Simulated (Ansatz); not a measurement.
| atom | x (Å) | y (Å) | z (Å) |
| --- | --- | --- | --- |
| Sn | -0.8298 | -0.4050 | 0.9241 |
| Cl | 0.8329 | 0.0984 | -1.4274 |
| H | 0.4056 | -0.8667 | -2.1557 |
| H | -1.0998 | 1.3443 | 0.8580 |
| H | 0.6912 | -0.1709 | 1.8010 |

The product side of a reaction path; geometry: PBE0-D4/def2-TZVP; core potentials replace the inner electrons of Sn.

These are results of Ansatz, RKS PBE0-D4/def2-TZVPP, not measurements.

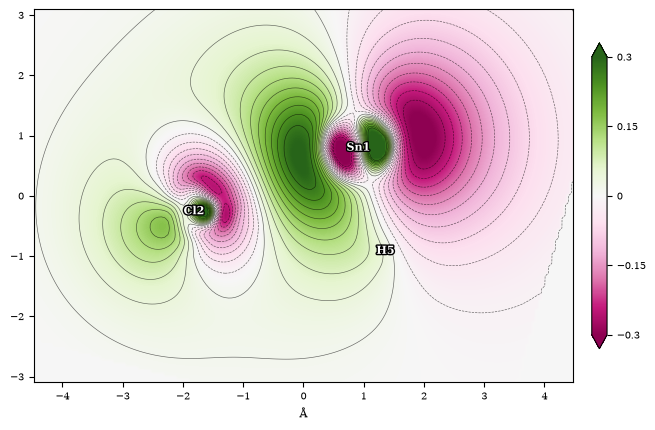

ClH$_{3}$Sn. The LUMO on the plane of atoms Cl2, Sn1 and H5 (values in Å⁻³ᐟ²; the overall sign is arbitrary).

### Where does this orbital lie, and at what energy?

By Hirshfeld shares it lies mainly on Sn1 (about 80 %) and Cl2 (about 10 %). Its energy is −1.96 eV.
